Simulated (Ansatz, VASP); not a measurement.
# Cross-check of Ge (Germanium) between VASP and Ansatz, part 2 of 2

Aim: how closely do two programs agree when they are given the same cell, functional and k mesh?

VASP 6.6.1 and Ansatz 0.2.0.

So far: Set-up; Ansatz: band structure, HSE06.

### Step 3. VASP: band structure, HSE06

Level of this step: HSE06; plane waves and PAW (Ge_d) (VASP).

The same cell, functional, mesh and smearing now go to VASP, with its own data sets and cutoff.

Lines of VASP's logs that name or quote its potential files are left out, and so is its time.

The input, INCAR:

```
SYSTEM = Ge
PREC = Accurate
ENCUT = 360
EDIFF = 1E-06
NELM = 100
ISMEAR = 0
SIGMA = 0.03
LREAL = .FALSE.
ALGO = Normal
LHFCALC = .TRUE.
AEXX = 0.25
GGA = PE
HFSCREEN = 0.2
LASPH = .TRUE.
NBANDS = 20
PRECFOCK = Fast
LORBIT = 11
LWAVE = .FALSE.
LCHARG = .FALSE.
KPAR = 8
```

The input, POSCAR:

```
Ge
1.0
    0.0000000000      2.8289100000      2.8289100000
    2.8289100000      0.0000000000      2.8289100000
    2.8289100000      2.8289100000      0.0000000000
Ge
2
Direct
    0.7500000000      0.7500000000      0.7500000000
    0.5000000000      0.5000000000      0.5000000000
```

The input, KPOINTS:

```
Automatic mesh
0
Gamma
5 5 5
0 0 0
```

The input, KPOINTS_OPT:

```
Line mode
10
Line-mode
Reciprocal
  0.00000000   0.00000000   0.00000000 GAMMA
  0.50000000   0.00000000   0.50000000 X

  0.50000000   0.00000000   0.50000000 X
  0.50000000   0.25000000   0.75000000 W

  0.50000000   0.25000000   0.75000000 W
  0.37500000   0.37500000   0.75000000 K

  0.37500000   0.37500000   0.75000000 K
  0.00000000   0.00000000   0.00000000 GAMMA

  0.00000000   0.00000000   0.00000000 GAMMA
  0.50000000   0.50000000   0.50000000 L

  0.50000000   0.50000000   0.50000000 L
  0.62500000   0.25000000   0.62500000 U

  0.62500000   0.25000000   0.62500000 U
  0.50000000   0.25000000   0.75000000 W

  0.50000000   0.25000000   0.75000000 W
  0.50000000   0.50000000   0.50000000 L

  0.50000000   0.50000000   0.50000000 L
  0.37500000   0.37500000   0.75000000 K

  0.62500000   0.25000000   0.62500000 U
  0.50000000   0.00000000   0.50000000 X
```

Potentials, in the order of the species: Ge_d (PBE family, release 64).

Started as:

```bash
$ mpirun -np 8 vasp_std
```

Numbers of over 12 decimals in the logs are rounded to 6 here.

Output:

```text
[banner, memory and clock lines left out]
running    8 mpi-ranks, on    1 nodes
 distrk:  each k-point on    1 cores,    8 groups
 distr:  one band on    1 cores,    1 groups

 POSCAR found type information on POSCAR Ge
 POSCAR found :  1 types and       2 ions
|                                                                             |
|           W    W    AA    RRRRR   N    N  II  N    N   GGGG   !!!           |
|           W    W   A  A   R    R  NN   N  II  NN   N  G    G  !!!           |
|           W    W  A    A  R    R  N N  N  II  N N  N  G       !!!           |
|           W WW W  AAAAAA  RRRRR   N  N N  II  N  N N  G  GGG   !            |
|           WW  WW  A    A  R   R   N   NN  II  N   NN  G    G                |
|           W    W  A    A  R    R  N    N  II  N    N   GGGG   !!!           |
|                                                                             |
|     For optimal performance we recommend to set                             |
|       NCORE = 2 up to number-of-cores-per-socket                            |
|     NCORE specifies how many cores store one orbital (NPAR=cpu/NCORE).      |
|     This setting can greatly improve the performance of VASP for DFT.       |
|     The default, NCORE=1 might be grossly inefficient on modern             |
|     multi-core architectures or massively parallel machines. Do your        |
|     Unfortunately you need to use the default for GW and RPA                |
|     calculations (for HF NCORE is supported but not extensively tested      |
|     yet).                                                                   |
|                                                                             |

 LDA part: xc-table for (Slater+PW92), standard interpolation
 found WAVECAR, reading the header
 POSCAR, INCAR and KPOINTS ok, starting setup
 FFT: planning ... GRIDC
 FFT: planning ... GRID_SOFT
 FFT: planning ... GRID
 reading WAVECAR
 the WAVECAR file was read successfully
 initial charge from wavefunction
 entering main loop
       N       E                     dE             d eps       ncg     rms          rms(c)
DAV:   1    -0.106377159216E+02   -0.10638E+02   -0.20248E+00   532   0.252E+01    0.136E+00
DAV:   2    -0.106342085367E+02    0.35074E-02   -0.65354E-02   484   0.341E+00    0.980E-01
DAV:   3    -0.106303677718E+02    0.38408E-02   -0.11089E-02   552   0.189E+00    0.654E-01
DAV:   4    -0.106298526734E+02    0.51510E-03   -0.12942E-03   484   0.614E-01    0.404E-01
DAV:   5    -0.106296940151E+02    0.15866E-03   -0.12004E-04   468   0.161E-01    0.244E-01
DAV:   6    -0.106296315866E+02    0.62428E-04   -0.20208E-05   424   0.526E-02    0.145E-01
DAV:   7    -0.106296055612E+02    0.26025E-04   -0.71617E-06   348   0.229E-02    0.857E-02
DAV:   8    -0.106295951708E+02    0.10390E-04   -0.28310E-06   348   0.125E-02    0.503E-02
DAV:   9    -0.106295913358E+02    0.38350E-05   -0.10004E-06   340   0.668E-03    0.295E-02
DAV:  10    -0.106295888189E+02    0.25169E-05   -0.38305E-07   268   0.448E-03    0.173E-02
DAV:  11    -0.106295880992E+02    0.71969E-06   -0.16023E-07   212   0.298E-03
   1 F= -.10629588E+02 E0= -.10629588E+02  d E =-.379526E-27
 Start KPOINTS_OPT (optional k-point list driver)
k-point batch [1-10\100]
       N       E                     dE             ncg
DAV:   1    -0.268842080959E+04   -0.66930E+04      428
DAV:   2    -0.442644472248E+04   -0.17380E+04      404
DAV:   3    -0.466802003361E+04   -0.24158E+03      448
DAV:   4    -0.467721634819E+04   -0.91963E+01      452
DAV:   5    -0.467736996730E+04   -0.15362E+00      464
DAV:   6    -0.467737346064E+04   -0.34933E-02      460
DAV:   7    -0.467737359203E+04   -0.13138E-03      472
DAV:   8    -0.467737359808E+04   -0.60469E-05      440
DAV:   9    -0.467737359837E+04   -0.29330E-06      300
[...]
k-point batch [91-100\100]
       N       E                     dE             ncg
DAV:   1    -0.279177396542E+04   -0.11450E+05      460
DAV:   2    -0.454321954389E+04   -0.17514E+04      400
DAV:   3    -0.477412398073E+04   -0.23090E+03      460
DAV:   4    -0.478229267479E+04   -0.81687E+01      444
DAV:   5    -0.478243244226E+04   -0.13977E+00      456
DAV:   6    -0.478243552426E+04   -0.30820E-02      464
DAV:   7    -0.478243563547E+04   -0.11121E-03      464
DAV:   8    -0.478243564065E+04   -0.51832E-05      432
DAV:   9    -0.478243564092E+04   -0.26187E-06      296
```

Parts of OUTCAR (step 3):

```text
ion  position               nearest neighbor table
   1  0.750  0.750  0.750-   2 2.45   2 2.45   2 2.45   2 2.45
   2  0.500  0.500  0.500-   1 2.45   1 2.45   1 2.45   1 2.45

  LATTYP: Found a face centered cubic cell.
 ALAT       =     5.6578200000

 Subroutine GETGRP returns: Found 48 space group operations
 (whereof 24 operations were pure point group operations)

The static configuration has the point symmetry T_d .
 The point group associated with its full space group is O_h .

 Found     10 irreducible k-points:

   k-points           NKPTS =     10   k-points in BZ     NKDIM =    125   number of bands    NBANDS=     20

   dimension x,y,z NGX =    28 NGY =   28 NGZ =   28
   dimension x,y,z NGXF=    56 NGYF=   56 NGZF=   56

   ENCUT  =  360.0 eV  26.46 Ry    5.14 a.u.   6.19  6.19  6.19*2*pi/ulx,y,z

   NELECT =      28.0000    total number of electrons

 k-points in reciprocal lattice and weights: Automatic mesh
   0.00000000  0.00000000  0.00000000       0.008
   0.20000000  0.00000000  0.00000000       0.064
   0.40000000  0.00000000  0.00000000       0.064
   0.20000000  0.20000000  0.00000000       0.048
   0.40000000  0.20000000  0.00000000       0.192
  -0.40000000  0.20000000  0.00000000       0.192
  -0.20000000  0.20000000  0.00000000       0.096
   0.40000000  0.40000000  0.00000000       0.048
  -0.40000000  0.40000000  0.00000000       0.096
  -0.40000000  0.40000000  0.20000000       0.192

  exchange ACFDT corr.  =         0.00000000  see jH, gK, PRB 81, 115126

 average (electrostatic) potential at core
       1 -67.2667       2 -67.2667

 E-fermi :   4.8933

 k-point     1 :       0.0000    0.0000    0.0000
  band No.  band energies     occupation
    ...
     10     -23.0014      2.00000
     11      -9.3781      2.00000
     12       4.6701      2.00000
     13       4.6702      2.00000
     14       4.6702      2.00000
     15       5.5958      0.00000
     16       7.9146      0.00000
     17       7.9147      0.00000
     18       7.9147      0.00000
     19      11.9229      0.00000
    ...

 k-point     2 :       0.2000    0.0000    0.0000
  band No.  band energies     occupation
    ...
     10     -22.9869      2.00000
     11      -8.8437      2.00000
     12       0.6814      2.00000
     13       3.9610      2.00000
     14       3.9610      2.00000
     15       6.2475      0.00000
     16       8.8412      0.00000
     17       8.8412      0.00000
     18      10.3001      0.00000
     19      13.6043      0.00000
    ...

 k-point     3 :       0.4000    0.0000    0.0000
  band No.  band energies     occupation
    ...
     10     -22.9787      2.00000
     11      -7.4684      2.00000
     12      -2.9181      2.00000
     13       3.2447      2.00000
     14       3.2447      2.00000
     15       5.6110      0.00000
     16       9.1886      0.00000
     17       9.1886      0.00000
     18      12.7467      0.00000
     19      14.5318      0.00000
    ...

  energy-cutoff  :      360.00
  volume of cell :       45.28
      direct lattice vectors                 reciprocal lattice vectors
     0.000000000  2.828910000  2.828910000    -0.176746521  0.176746521  0.176746521
     2.828910000  0.000000000  2.828910000     0.176746521 -0.176746521  0.176746521
     2.828910000  2.828910000  0.000000000     0.176746521  0.176746521 -0.176746521

 POSITION                                       TOTAL-FORCE (eV/Angst)
 -----------------------------------------------------------------------------------
      4.24336      4.24336      4.24336         0.000000      0.000000      0.000000
      2.82891      2.82891      2.82891        -0.000000     -0.000000     -0.000000
 -----------------------------------------------------------------------------------
    total drift:                               -0.000000      0.000000      0.000000

  FREE ENERGIE OF THE ION-ELECTRON SYSTEM (eV)
  ---------------------------------------------------
  free  energy   TOTEN  =       -10.6295880992 eV

  energy  without entropy=      -10.6295880992  energy(sigma->0) =      -10.62958810

 total charge
# of ion       s       p       d       tot
------------------------------------------
    1        1.105   1.304  10.026  12.435
    2        1.105   1.304  10.026  12.435
--------------------------------------------------
tot          2.209   2.609  20.053  24.871

[... 3 further parts left out ...]
```

### Step 4. Comparison

Known differences besides the PAW data sets themselves: exact exchange at q = 0 is treated differently, which shows on coarse meshes; VASP keeps PBE cores, Ansatz makes them for the functional; the cutoff is 420 eV in Ansatz and 360 eV in VASP; VASP takes a coarser grid for exact exchange (PRECFOCK = Fast). Total energies have different zeros and are not compared.

Compared:

```csv
quantity,Ansatz,VASP,difference
gap over the path points (eV),0.843,0.852,-0.009
```

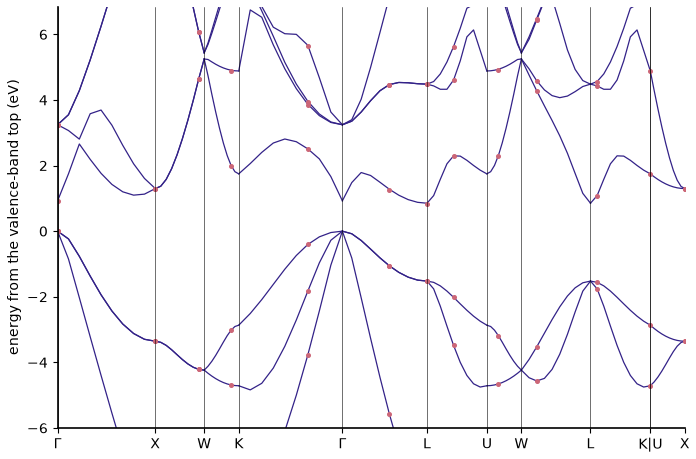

Bands from VASP (lines) and levels from Ansatz (dots). Dots without a line are higher empty bands that the VASP plot leaves out.

Levels at points of the path, from each program's valence-band top (eV; 3 filled, then empty):

```csv
k (reciprocal lattice),Ansatz,VASP
0.000 0.000 0.000,0.00 0.00 0.00 0.91 3.24 3.24,0.00 0.00 0.00 0.93 3.24 3.24
0.500 0.000 0.500,-9.71 -3.36 -3.36 1.29 1.29 10.82,-9.71 -3.36 -3.36 1.30 1.30 10.83
0.500 0.222 0.722,-9.60 -4.22 -4.22 4.64 4.64 6.06,-9.60 -4.21 -4.21 4.65 4.65 6.07
0.403 0.347 0.750,-9.07 -4.69 -3.02 2.00 4.90 7.91,-9.06 -4.69 -3.02 2.00 4.91 7.92
0.125 0.125 0.250,-3.78 -1.83 -0.41 2.50 3.86 3.95,-3.77 -1.83 -0.41 2.51 3.87 3.96
0.278 0.278 0.278,-5.58 -1.06 -1.06 1.27 4.46 4.46,-5.58 -1.06 -1.06 1.28 4.47 4.47
0.500 0.500 0.500,-8.30 -1.52 -1.52 0.84 4.47 4.47,-8.30 -1.52 -1.52 0.85 4.48 4.48
0.556 0.389 0.556,-8.28 -3.49 -2.02 2.29 4.60 5.62,-8.28 -3.48 -2.02 2.30 4.61 5.63
0.583 0.250 0.667,-9.09 -4.66 -3.19 2.30 4.93 7.52,-9.09 -4.66 -3.19 2.30 4.94 7.54
0.500 0.306 0.694,-8.85 -4.57 -3.53 4.27 4.58 6.43,-8.84 -4.57 -3.53 4.28 4.58 6.44
```

Among the levels compared (up to four filled and three empty ones at each point), filled levels agree within 3 meV and empty ones within 16 meV.

### Step 5. VASP: band structure, PBE0

The same path points are solved in both programs, so levels can be compared one by one.

Changes to INCAR since step 3:

```diff
@@ -12,3 +12,2 @@
 GGA = PE
-HFSCREEN = 0.2
 LASPH = .TRUE.
@@ -16,2 +15,3 @@
 PRECFOCK = Fast
+HFRCUT = -1
 LORBIT = 11
```

POSCAR is that of step 3.

KPOINTS is that of step 3.

KPOINTS_OPT is that of step 3.

Started as:

```bash
$ mpirun -np 8 vasp_std
```

Output:

```text
[banner, memory and clock lines left out]
running    8 mpi-ranks, on    1 nodes
[...]
[... a notice as in an earlier step ...]

 LDA part: xc-table for (Slater+PW92), standard interpolation
 found WAVECAR, reading the header
 POSCAR, INCAR and KPOINTS ok, starting setup
[...]
HFRCUT set to (new)   11.055276
 reading WAVECAR
 the WAVECAR file was read successfully
 initial charge from wavefunction
 entering main loop
       N       E                     dE             d eps       ncg     rms          rms(c)
DAV:   1    -0.115791667029E+02   -0.11579E+02   -0.19339E+00   532   0.245E+01    0.131E+00
DAV:   2    -0.115873197633E+02   -0.81531E-02   -0.69374E-02   464   0.312E+00    0.958E-01
DAV:   3    -0.115838652230E+02    0.34545E-02   -0.11860E-02   556   0.187E+00    0.648E-01
DAV:   4    -0.115833835847E+02    0.48164E-03   -0.13513E-03   504   0.630E-01    0.402E-01
[...]
DAV:   9    -0.115831210801E+02    0.46829E-05   -0.10392E-06   340   0.695E-03    0.296E-02
[...]
1 F= -.11583118E+02 E0= -.11583118E+02  d E =-.148567E-28
 Start KPOINTS_OPT (optional k-point list driver)
k-point batch [1-10\100]
       N       E                     dE             ncg
DAV:   1    -0.275355240914E+04   -0.67582E+04      428
DAV:   2    -0.452833781024E+04   -0.17748E+04      404
DAV:   3    -0.477410287909E+04   -0.24577E+03      452
DAV:   4    -0.478344409237E+04   -0.93412E+01      456
DAV:   5    -0.478359934622E+04   -0.15525E+00      464
DAV:   6    -0.478360293653E+04   -0.35903E-02      468
DAV:   7    -0.478360306391E+04   -0.12739E-03      464
DAV:   8    -0.478360306965E+04   -0.57336E-05      444
DAV:   9    -0.478360306990E+04   -0.24899E-06      296
[...]
k-point batch [91-100\100]
       N       E                     dE             ncg
DAV:   1    -0.286460891634E+04   -0.11523E+05      460
DAV:   2    -0.464827292563E+04   -0.17837E+04      400
DAV:   3    -0.488226015767E+04   -0.23399E+03      460
DAV:   4    -0.489055861332E+04   -0.82985E+01      444
DAV:   5    -0.489070274833E+04   -0.14414E+00      456
DAV:   6    -0.489070602006E+04   -0.32717E-02      464
DAV:   7    -0.489070614141E+04   -0.12135E-03      472
DAV:   8    -0.489070614681E+04   -0.53983E-05      444
DAV:   9    -0.489070614705E+04   -0.24500E-06      300
```

OUTCAR, selected parts (step 5):

```text
 POSITION                                       TOTAL-FORCE (eV/Angst)
 -----------------------------------------------------------------------------------
      4.24336      4.24336      4.24336         0.000000      0.000000      0.000000
      2.82891      2.82891      2.82891        -0.000000     -0.000000     -0.000000
 -----------------------------------------------------------------------------------
    total drift:                                0.000000      0.000000      0.000000

  FREE ENERGIE OF THE ION-ELECTRON SYSTEM (eV)
  ---------------------------------------------------
  free  energy   TOTEN  =       -11.5831180283 eV

  energy  without entropy=      -11.5831180283  energy(sigma->0) =      -11.58311803

[... 2 parts as in an earlier step ...]

[... 1 further part left out ...]
[key lines of the parts left out:]
E-fermi :   4.5770
```

### Step 6. Ansatz: band structure, PBE0

The same cell, functional, mesh and smearing now go to Ansatz, which takes its cutoff from its data sets.

The input, input.yaml:

```yaml
crystal:
  lattice:
    - [0.0, 2.82891, 2.82891]
    - [2.82891, 0.0, 2.82891]
    - [2.82891, 2.82891, 0.0]
  atoms:
    - { symbol: Ge, position: [0.75, 0.75, 0.75] }
    - { symbol: Ge, position: [0.5, 0.5, 0.5] }
hamiltonian:
  xc: pbe0
  pseudopotentials: { kind: paw }
kpoints:
  mp_grid: { grid: [5, 5, 5] }
  band_path:
    path:
      - [0.0, 0.0, 0.0]
      - [0.5, 0.0, 0.5]
      - [0.5, 0.22222, 0.72222]
      - [0.40278, 0.34722, 0.75]
      - [0.125, 0.125, 0.25]
      - [0.27778, 0.27778, 0.27778]
      - [0.5, 0.5, 0.5]
      - [0.55556, 0.38889, 0.55556]
      - [0.58333, 0.25, 0.66667]
      - [0.5, 0.30556, 0.69444]
      - [0.48611, 0.48611, 0.52778]
      - [0.625, 0.25, 0.625]
      - [0.5, 0.0, 0.5]
    npoints: 1
scf:
  occupations: { method: gaussian, width: 0.03 }
  n_extra_bands: 7
output:
  forces: true
  stress: true
  eigenvalues: true
```

Started as:

```bash
$ ansatz run input.yaml --threads 4 --pin off --max-ram 9216MiB --backend cpu --events-out ev --progress --plain --runs-dir out
```

Output:

```text
[...]
Crystal: 2 atoms, lattice volume = 45.278 Å³
Basis set: ecut = 420 eV, 893 PW (Γ), exchange–correlation on 54×54×54 points (8 copies of the dense FFT grid, shifted against one another)
Bands: 21, of which v1, the nominal top of the filled ones, is band 14 counted from 1 (13 counted from 0)
Symmetry: 48 space group operations
[...]
k-points: 10 of 125
[...]
--- Band table (eV; the first three rows and the last of 10) ---
  k-point 0: bands = [... 10 lower, -6.2220, 7.9399, 7.9399, 7.9399, 9.4405, 11.8177, 11.8177, 11.8177, ... 3 higher]
  k-point 1: bands = [... 10 lower, -5.6874, 3.8836, 7.2214, 7.2214, 10.1172, 12.7566, 12.7566, 14.2187, ... 3 higher]
  k-point 2: bands = [... 10 lower, -4.3103, 0.2428, 6.4869, 6.4869, 9.4769, 13.1116, 13.1116, 16.6652, ... 3 higher]
  k-point 9: bands = [... 10 lower, -2.9743, -0.5321, 3.4485, 4.5395, 12.6673, 13.0073, 13.6342, 17.1323, ... 3 higher]
[key lines of the parts left out:]
Free energy (F): -8591.617833 eV
Fermi energy:    8.690523 eV
P = ⅓ Tr σ = 0.7842 GPa (7.842 kbar)
```

Elapsed: 38 s, on 4 threads of Arm Neoverse V2, shared host; peak memory 0.74 GiB.

### Step 7. Differences

The two programs side by side:

```csv
quantity,Ansatz,VASP,difference
gap over the path points (eV),1.456,1.486,-0.030
```

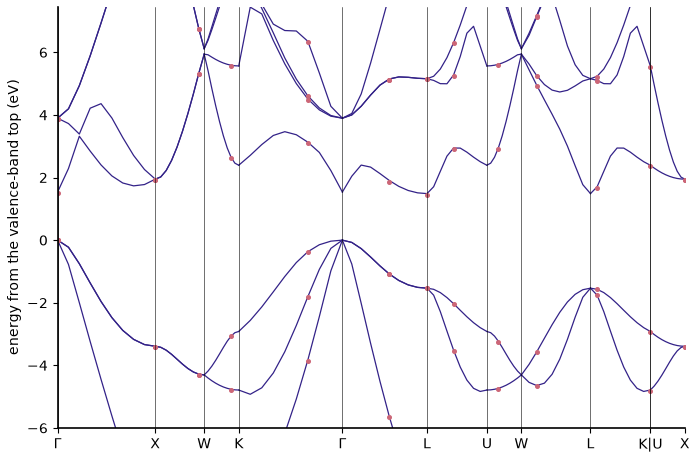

Bands from VASP (lines) and levels from Ansatz (dots). Dots without a line are higher empty bands that the VASP plot leaves out.

Levels at points of the path, from each program's valence-band top (eV; 3 filled, then empty):

```csv
k (reciprocal lattice),Ansatz,VASP
0.000 0.000 0.000,0.00 0.00 0.00 1.50 3.88 3.88,0.00 0.00 0.00 1.54 3.90 3.90
0.500 0.000 0.500,-9.82 -3.40 -3.40 1.92 1.92 11.51,-9.80 -3.39 -3.39 1.95 1.95 11.54
0.500 0.222 0.722,-9.70 -4.30 -4.30 5.30 5.30 6.74,-9.69 -4.28 -4.28 5.33 5.33 6.76
0.403 0.347 0.750,-9.17 -4.78 -3.08 2.63 5.57 8.60,-9.16 -4.76 -3.07 2.65 5.59 8.62
0.125 0.125 0.250,-3.85 -1.83 -0.38 3.10 4.49 4.59,-3.83 -1.81 -0.37 3.13 4.51 4.61
0.278 0.278 0.278,-5.66 -1.09 -1.09 1.87 5.13 5.13,-5.64 -1.08 -1.08 1.90 5.15 5.15
0.500 0.500 0.500,-8.41 -1.54 -1.54 1.46 5.13 5.13,-8.40 -1.53 -1.53 1.49 5.16 5.16
0.556 0.389 0.556,-8.39 -3.54 -2.04 2.92 5.26 6.29,-8.38 -3.52 -2.03 2.94 5.28 6.31
0.583 0.250 0.667,-9.20 -4.75 -3.24 2.93 5.60 8.21,-9.19 -4.73 -3.23 2.95 5.62 8.24
0.500 0.306 0.694,-8.95 -4.66 -3.58 4.93 5.23 7.11,-8.94 -4.65 -3.57 4.95 5.25 7.14
```

Among the levels compared (up to four filled and three empty ones at each point), filled levels agree within 24 meV and empty ones within 36 meV.

### Step 8. Results

| Item | Value |
| --- | --- |
| difference in gap over the path points (band structure, HSE06) | -0.0089 eV |
| difference in gap over the path points (band structure, PBE0) | -0.030 eV |

In words: The difference in gap over the path points is -0.030 eV (band structure, PBE0), within the 0.08 eV picked in this series as the mark of a large difference. How closely two codes agree says nothing of how well the functional describes the real material.

[Lines on the potential files, build, host, timing and source positions are cut from VASP's logs without a mark.]

[Logs are printed without paths, hosts, clocks, repeated set-up lines and the standing remarks that a program may print on its own settings, such as how far it seeks lower states.]

[Hosts, paths, dates, database ids (printed as entryN), source tags and the programs' standing remarks are cut or masked in the printed files.]
